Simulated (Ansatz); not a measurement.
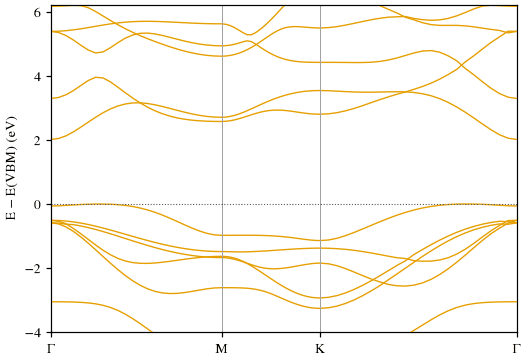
*Band structure from DFT-r²SCAN+D4 in the program Ansatz with PAW potentials*

### Question
Read off the gap and where the band edges lie.

### Answer
About 2.0 eV (2.02 eV by a search for the band edges); maximum on the K–Γ line, 75 % of the way from K, minimum at Γ.

The material is monolayer InSe (GaSe-type, P-6m2 in the vacuum cell, 4 atoms).

A layer that has been made, often on a substrate. The r²SCAN+D4 relaxation kept the symmetry of its start; its stability against distortions is not shown here. Spin–orbit coupling is left out wherever it is not named.

Potentials: the later of the program's two PAW sets.
